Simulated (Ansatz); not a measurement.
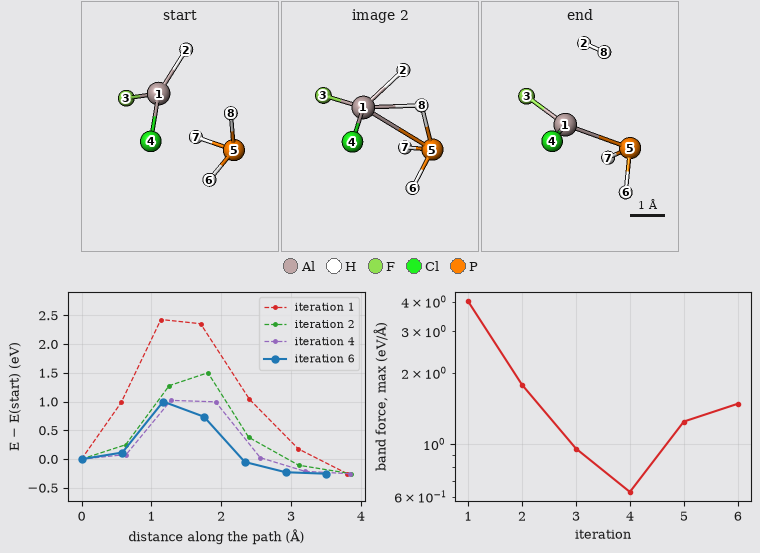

NEB run on AlPH4ClF, made up at the start of AlHClF and PH₃. Images are numbered from 0 (start) to 6 (end). The plot follows the band through its iterations. The picture is a ball-and-stick view, seen from a free direction.

These are results of Ansatz 0.2.0, RKS PBE0-D4/6-31G*, not measurements. Settings: 5 movable images; climbing image; force threshold 0.05 eV/Å; iteration limit 6; starting path through a guess of the saddle point.

Question: How did the profile develop, and is the result final?

Answer: The result isn't final. The band hadn't converged when the run stopped after 6 iterations. The largest component of the band force went from 4 to 1.5 eV/Å. The barrier read from it is provisional: over the last two iterations the highest image moved from 1.02 eV to 1.00 eV. The iteration limit was low. The first iteration put the highest image at 2.43 eV. The highest point, image 2, lies 1.00 eV above the start and 1.25 eV above the end; the end is at −0.25 eV relative to the start.

Limits of the set-up: the start holds two separate molecules, 2.4 Å apart at their closest, whose relative position is a soft coordinate.
